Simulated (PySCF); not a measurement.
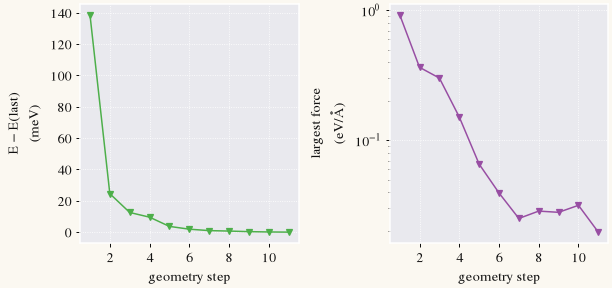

History of a geometry optimisation.

System: C4H11NSi (SMILES C=N[Si@H](C)CC).
Method: PySCF, PBE0-D3(BJ)/def2-SVP, geometry optimisation.

### How did it end, and what did it gain?

The optimisation met its thresholds at geometry 11, counting the start as the first. The energy fell by about 140 meV from the first step to the last. The largest force goes from about 0.93 eV/Å at the start to 0.02 eV/Å at the end.
